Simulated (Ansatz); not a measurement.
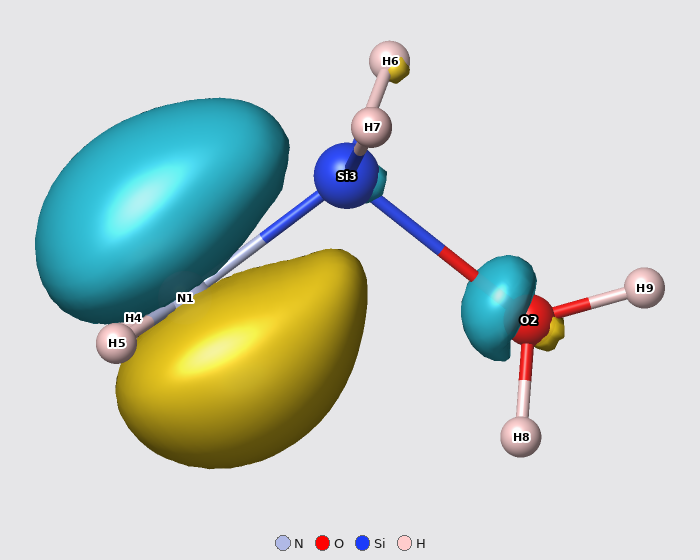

The picture shows: H6NOSi (SMILES N[SiH2][OH2+]) (charge +1). The HOMO at ±0.15 Å⁻³ᐟ² (yellow and cyan are the two phases), seen at a tilt.

Geometry: PBE0-D3(BJ)/pcseg-1.

Method: isolated molecule in a Gaussian basis; Kohn-Sham density functional theory, functional PBE0 in Ansatz.

```xyz
9

N    -2.6918   -0.6746    1.7551
O    -0.6882   -0.9902   -0.1969
Si   -1.0359   -0.5014    1.6228
H    -3.3569    0.0627    1.5421
H    -3.1302   -1.4701    2.2091
H    -0.5068    0.8684    1.5217
H    -0.2684   -1.5355    2.3368
H    -1.2576   -1.6294   -0.6643
H     0.1600   -0.8873   -0.6674
```

Question: What is the character of this orbital?

Answer: By Hirshfeld shares it lies mainly on N1 (about 70 %) and Si3 (about 15 %); largely a lone pair of N1. Its energy is −13.42 eV.
